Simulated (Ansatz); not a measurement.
# H2O (water) at 6 levels

We compute a comparison of 6 runs (CAM-B3LYP/3-21G, UB3LYP/3-21G, UPBE/3-21G, wB97X/3-21G, CCSD(T)/3-21G, UCCSD(T)/6-31G*) of H2O (water). 

The results are computed with Ansatz 0.2.0.

67 further runs of the same task are left out: 1 that didn't finish, 66 set aside as unsound or not needed.

## Step 1: The molecule

H2O: 3 atoms, total charge 0, spin state singlet. As SMILES, `O`. The H3–O1 distance was set to 1.919 Å, away from the relaxed value. At this shape a bond of the SMILES string is far longer than usual.

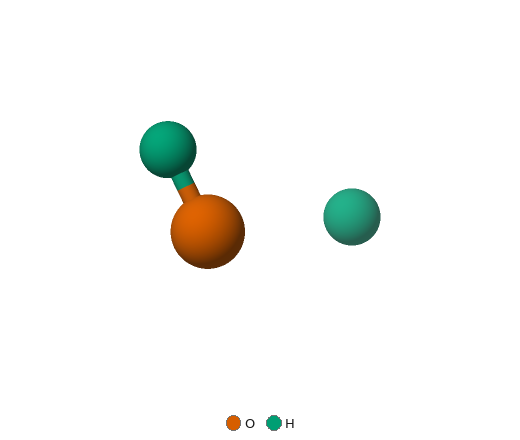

Viewed from a chosen angle; oxygen orange, hydrogen teal.

## Step 2: The energy at CAM-B3LYP/3-21G (run 1)

in.yaml

```yaml
crystal:
  periodic: [false, false, false]
  atoms:
    - symbol: O
      position_ang: [-0.441594, 1.148962, -0.106501]
    - symbol: H
      position_ang: [0.327606, 1.497162, 0.349399]
    - symbol: H
      position_ang: [-0.163800, -0.748600, -0.174700]
basis:
  gaussian:
    orbitals: 3-21G.json
accuracy: high
hamiltonian:
  xc: {name: CAM-B3LYP}
```

The basis set 3-21G is read from a file made from the Basis Set Exchange's data (not shown).

Started as:

```sh
$ ansatz run in.yaml --threads 1 --pin off --max-ram 2610MiB --events-out events.jsonl --progress --plain --runs-dir runs
```

Output:

```text
Warning: RAYON_NUM_THREADS=1 ignored (pool sized by the plan → 1); use --threads N
Functional definition: CAM-B3LYP
  name "CAM-B3LYP"
  parameter alpha = 0.19
  parameter beta = 0.46
  parameter omega = 0.33/bohr
  parameter ac = 0.81
  exchange = (1 - alpha - beta)*b88_x + beta*b88_x_sr(omega) + alpha*exact_x + beta*exact_x_lr(omega)
  correlation = (1 - ac)*vwn5_c + ac*lyp_c
187 factors; integrals over basis functions are off by at most 3.5e-9 eV
96 factors; integrals over basis functions are off by at most 2.4e-9 eV
mean field evaluation 1: about -2054.8615 eV, gradient 5.3e1 eV
mean field evaluation 2: about -2043.2243 eV, gradient 8.6e1 eV
mean field evaluation 4: about -2061.9140 eV, gradient 4.9e0 eV
mean field evaluation 8: about -2061.9700 eV, gradient 1.4e-1 eV
mean field evaluation 16: about -2061.9701 eV, gradient 5.3e-7 eV
mean field -2061.97006770 eV, -75.7760023346 hartree, gradient 2.0e-8 eV, S^2 0.000000; 0 other end points of the search recorded, 0 dependent functions left out
reference -2061.97007624 eV, -75.7760026481 hartree; 5, 5 occupied and 8, 8 virtual orbitals, 187 factors
Total energy: -2061.97007624 eV, -75.7760026481 hartree
```

It took 0.72 s on 1 thread of Arm Neoverse N1, shared host.

## Step 3: The energy at UB3LYP/3-21G (run 2)

job.yaml

```yaml
basis:
  gaussian: {orbitals: 3-21G.json}
crystal:
  periodic: [false, false, false]
  atoms:
    - symbol: O
      position_ang: [-0.441594, 1.148962, -0.106501]
    - symbol: H
      position_ang: [0.327606, 1.497162, 0.349399]
    - symbol: H
      position_ang: [-0.163800, -0.748600, -0.174700]
magnetization: {spin_polarized: true, initial_magnetization: 0}
hamiltonian: {xc: {name: B3LYP}}
accuracy: high
```

The basis set 3-21G is read from a file made from the Basis Set Exchange's data (not shown).

Started as:

```sh
$ ansatz run job.yaml --threads 1 --pin off --max-ram 2610MiB --events-out events.jsonl --progress --plain --runs-dir runs
```

Output:

```text
Warning: RAYON_NUM_THREADS=1 ignored (pool sized by the plan → 1); use --threads N
Functional definition: B3LYP
  name "B3LYP"
  parameter a0 = 0.2
  parameter ax = 0.72
[... 1 set-up line as earlier in the session ...]
  exchange = (1 - a0 - ax)*slater_x + ax*b88_x + a0*exact_x
  correlation = (1 - ac)*vwn_rpa_c + ac*lyp_c
187 factors; integrals over basis functions are off by at most 3.5e-9 eV
mean field evaluation 1: about -2055.2640 eV, gradient 3.9e1 eV
mean field evaluation 2: about -2035.9753 eV, gradient 6.9e1 eV
mean field evaluation 4: about -2062.7004 eV, gradient 7.6e0 eV
mean field evaluation 8: about -2063.0610 eV, gradient 4.6e-1 eV
mean field evaluation 16: about -2063.0623 eV, gradient 3.0e-7 eV
mean field evaluation 32: about -2063.3527 eV, gradient 5.2e-1 eV
mean field evaluation 64: about -2063.3738 eV, gradient 3.4e-7 eV
mean field -2063.37383828 eV, -75.8275899517 hartree, gradient 9.3e-9 eV, S^2 0.543913; 5 other end points of the search recorded, 0 dependent functions left out
reference -2063.37385603 eV, -75.8275906042 hartree; 5, 5 occupied and 8, 8 virtual orbitals, 187 factors
Total energy: -2063.37385603 eV, -75.8275906042 hartree
```

It took 3.6 s on 1 thread of Arm Neoverse N1, shared host.

Run 3 isn't shown in full; the table further down has it.

## Step 4: The energy at wB97X/3-21G (run 4)

input.yaml

```yaml
crystal:
  periodic: [false, false, false]
  atoms:
    - {symbol: O, position_ang: [-0.441594, 1.148962, -0.106501]}
    - {symbol: H, position_ang: [0.327606, 1.497162, 0.349399]}
    - {symbol: H, position_ang: [-0.163800, -0.748600, -0.174700]}
basis:
  gaussian: {orbitals: 3-21G.json}
hamiltonian: {xc: {name: wB97X}}
accuracy: high
```

The basis set 3-21G is read from a file made from the Basis Set Exchange's data (not shown).

Started as:

```sh
$ ansatz run input.yaml --threads 1 --pin off --max-ram 2610MiB --events-out events.jsonl --progress --plain --runs-dir runs
```

Output (excerpt; [...] marks lines left out):

```text
Warning: RAYON_NUM_THREADS=1 ignored (pool sized by the plan → 1); use --threads N
Functional definition: wB97X
  name "wB97X"
[...]
      + exact_x_lr(omega)
[...]
      + integral(e_c_pw_opposite_spin*poly(b97_u_opposite, 1, cos1, cos2, cos3, cos4))
187 factors; integrals over basis functions are off by at most 3.5e-9 eV
91 factors; integrals over basis functions are off by at most 1.4e-9 eV
[...]
mean field -2062.14662732 eV, -75.7824907810 hartree, gradient 4.4e-8 eV, S^2 0.000000; 0 other end points of the search recorded, 0 dependent functions left out
reference -2062.14662622 eV, -75.7824907405 hartree; 5, 5 occupied and 8, 8 virtual orbitals, 187 factors
Total energy: -2062.14662622 eV, -75.7824907405 hartree
```

Run time: 2.2 s. Hardware: 1 thread of Arm Neoverse N1, shared host; peak memory 0.13 GiB.

Run 5 isn't shown in full; the table further down has it.

## Step 5: A single-point energy at UCCSD(T)/6-31G(d) (spherical functions) (run 6)

job.yaml

```yaml
crystal:
  periodic: [false, false, false]
  atoms:
    - symbol: O
      position_ang: [-0.441594, 1.148962, -0.106501]
    - symbol: H
      position_ang: [0.327606, 1.497162, 0.349399]
    - symbol: H
      position_ang: [-0.163800, -0.748600, -0.174700]
basis:
  gaussian: {orbitals: 6-31G_st_-spherical.json}
magnetization: {spin_polarized: true, initial_magnetization: 0}
correlation: {method: ccsd_t, frozen_orbitals: {H: 0, O: 1}}
accuracy: high
scf: {omitted_lower_state_checks: [cluster_reference, increment]}
```

The basis set 6-31G* is read from a file made from the Basis Set Exchange's data (not shown).

Started as:

```sh
$ ansatz run job.yaml --threads 1 --pin off --max-ram 2610MiB --events-out events.jsonl --progress --plain --runs-dir runs
```

Output:

```text
Warning: RAYON_NUM_THREADS=1 ignored (pool sized by the plan → 1); use --threads N
[... 16 lines left out ...]
1 core orbitals not correlated: weight in the atoms' cores, before any rotation towards them, 1.000 or more for the frozen orbitals, at most 0.000 for the correlated occupied ones
[... 37 lines left out ...]
Total energy: -2069.59826118 eV, -76.0563332743 hartree
Checks for a lower state left out: cluster_reference, increment
```

Wall time 0.72 s (1 thread of Arm Neoverse N1, shared host).

## Step 6: All runs side by side

```csv
run,level,frozen core orbitals,energy (Eh),wall time
1,CAM-B3LYP/3-21G,–,-75.776003,0.72 s
2,UB3LYP/3-21G,–,-75.827591,3.6 s
3,UPBE/3-21G,–,-75.742116,2.9 s
4,wB97X/3-21G,–,-75.782491,2.2 s
5,CCSD(T)/3-21G,1,-75.589592,0.18 s
6,UCCSD(T)/6-31G* (spherical functions),1,-76.056333,0.72 s
```

## Step 7: Summary of results

```
                                         quantity         value
                              run 6: total energy  -76.05633 Eh
run 6: correlation energy (1 core orbital frozen)    -173.5 mEh
                            run 6: (T) correction     -6.10 mEh
         run 6: ⟨S²⟩ of the reference determinant         0.888
                             run 6: T1 diagnostic         0.067
```

**Reading.** Totals of different functionals can't be ranked against each other. In run 5 the log says that unrestricted orbitals would lower the reference, so the values rest on an unstable closed-shell determinant (other closed-shell runs at this shape may share the fault). In runs 1, 4, 5 a closed-shell determinant meets a far-stretched bond, which it describes badly. Spin contamination of the reference: run 6 ⟨S²⟩ = 0.89, run 2 ⟨S²⟩ = 0.54, run 3 ⟨S²⟩ = 0.35. Where it is this large, the reference is a mixture of spin states, and values that rest on it are in doubt. All runs together took 10 s, the longest 3.6 s.
